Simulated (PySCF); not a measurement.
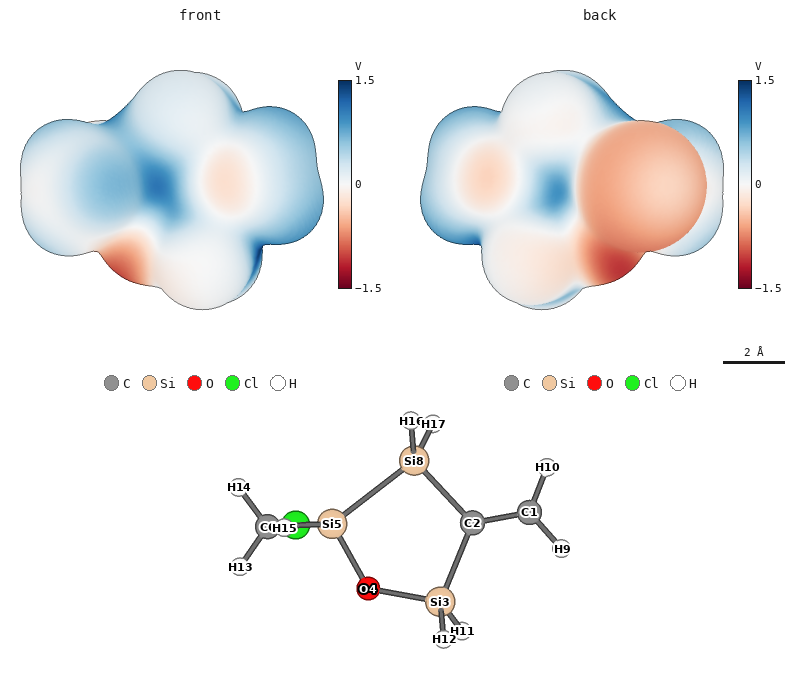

The picture shows: C₃H₉ClOSi₃. The electrostatic potential painted on the density surface at 0.001 e/bohr³, seen from the front and from behind; red is negative and blue positive. The bare structure is drawn below in the same view.

Geometry: GFN2-xTB.

These are results of PBE0/pcSseg-1, SCF density, gas phase, non-relativistic in PySCF, not measurements.

```csv
atom,x (Å),y (Å),z (Å)
C,-2.9736,-0.2518,0.2855
C,-1.6489,-0.3297,0.3608
Si,-0.6145,-1.5419,-0.6733
O,0.9176,-1.0794,-0.3402
Si,1.4693,0.0404,0.7299
C,2.6261,1.1872,-0.2483
Cl,2.6042,-1.0020,2.0481
Si,-0.5843,0.7726,1.5010
H,-3.5533,-0.8841,-0.3719
H,-3.5469,0.4480,0.8758
H,-0.7417,-2.9265,-0.2273
H,-0.7692,-1.3551,-2.1125
H,3.3984,0.6178,-0.7596
H,3.1193,1.8932,0.4123
H,2.0830,1.7536,-0.9982
H,-0.8853,2.1909,1.2529
H,-0.9071,0.4789,2.9045
```

> Which sites attract a positive test charge, and which a negative one?

A positive charge is drawn to the negative regions and a negative charge to the positive ones. The most negative region (about −1.0 V, or −23 kcal/mol for a unit charge) lies over O4, the most positive (about +1.3 V, or +30 kcal/mol for a unit charge) over Si3. O4 is the likeliest acceptor of a hydrogen bond.
